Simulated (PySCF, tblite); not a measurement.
# C₄H₉ClO₂Si: geometry, infrared bands and NMR shifts

Aim: predict the infrared bands and NMR shifts of C₄H₉ClO₂Si (`COCC(=O)[SiH2]CCl`).

Computed with tblite 0.8.0 and PySCF 2.14.0, with density-fitted response routines of our own, on a single molecule in the gas phase. Atoms count from 0, in the outputs and in this text.

### 1 Starting geometry

17 atoms, charge 0, multiplicity 1; geometry from: force field or distance geometry start.

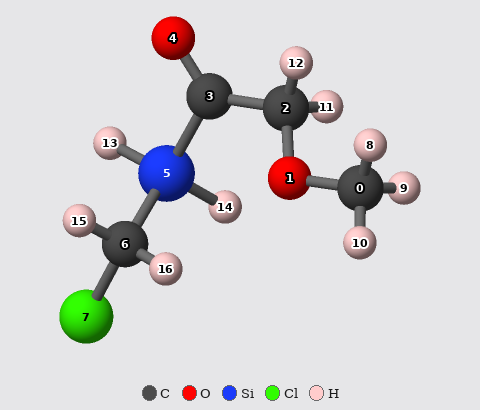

The starting geometry (carbon dark grey, oxygen red, silicon blue, chlorine green, hydrogen pink), atoms numbered.

### 2 Relaxing the molecule with GFN2-xTB

The job: settings as JSON, then the geometry in Å.

```
{"job": {"kind": "relax", "xc": "GFN2-xTB", "basis": "xTB"}, "charge": 0, "multiplicity": 1}
C      2.156500    -1.164200    -0.985700
O      1.032600    -0.661000    -0.255300
C      1.305900     0.626300     0.281600
C      0.137100     1.117400     1.111400
O      0.252400     1.614400     2.238300
Si    -1.605600     1.004000     0.391100
C     -2.263500    -0.703200     0.581700
Cl    -3.887500    -0.796300    -0.122300
H      3.031300    -1.258800    -0.338000
H      2.364800    -0.504000    -1.825900
H      1.886500    -2.153000    -1.371800
H      1.461700     1.343000    -0.532100
H      2.181600     0.596300     0.927300
H     -2.509000     1.991500     1.039200
H     -1.558500     1.398300    -1.046400
H     -2.350500    -0.993300     1.649200
H     -1.642800    -1.445400     0.079700
```

On the command line:

```sh
OMP_NUM_THREADS=1 python probes_run.py task.json out
```

This one command runs all jobs of the session in turn.

**Question.** This job is followed by: GFN2-xTB harmonic vibrations, gas phase; GIAO PBE0/pcSseg-1 NMR shielding, non-relativistic, gas phase. What will the session give for the following? strongest single infrared mode (GFN2-xTB); zero-point energy (GFN2-xTB); 13C shifts against TMS (PBE0/pcSseg-1); 1H shifts against TMS (PBE0/pcSseg-1, means over atoms taken as alike); 17O shifts against H2O (PBE0/pcSseg-1); 29Si shifts against TMS (PBE0/pcSseg-1); 35Cl shifts against HCl (PBE0/pcSseg-1).

As calculated:

| quantity | value |
| --- | --- |
| strongest single infrared mode (GFN2-xTB) | 2266 cm⁻¹, 271 km/mol |
| zero-point energy (GFN2-xTB) | 75.8 kcal/mol |
| 13C shifts against TMS (PBE0/pcSseg-1) | 248.8, 86.3, 60.6, 31.5 ppm |
| 1H shifts against TMS (PBE0/pcSseg-1, means over atoms taken as alike) | 4.20, 3.76, 3.75, 3.29 ppm |
| 17O shifts against H2O (PBE0/pcSseg-1) | 848.2, 17.8 ppm |
| 29Si shifts against TMS (PBE0/pcSseg-1) | -55.2 ppm |
| 35Cl shifts against HCl (PBE0/pcSseg-1) | 24 ppm |

The optimisation took 97 steps and gained 0.319 eV; among the close pairs (by a distance rule), Si5–C6 changed most, from 1.839 to 1.911 Å. No mode is imaginary among the 45: a minimum at this level. The strongest single mode, at 2266 cm⁻¹, moves mainly H13. GFN2-xTB is a fitted tight-binding method: band positions and strengths are rough. Its intensities can rank the bands wrongly. At PBE0/pcSseg-1: The widest tensor belongs to O4: span 1788 ppm, with a paramagnetic part of -908 ppm.
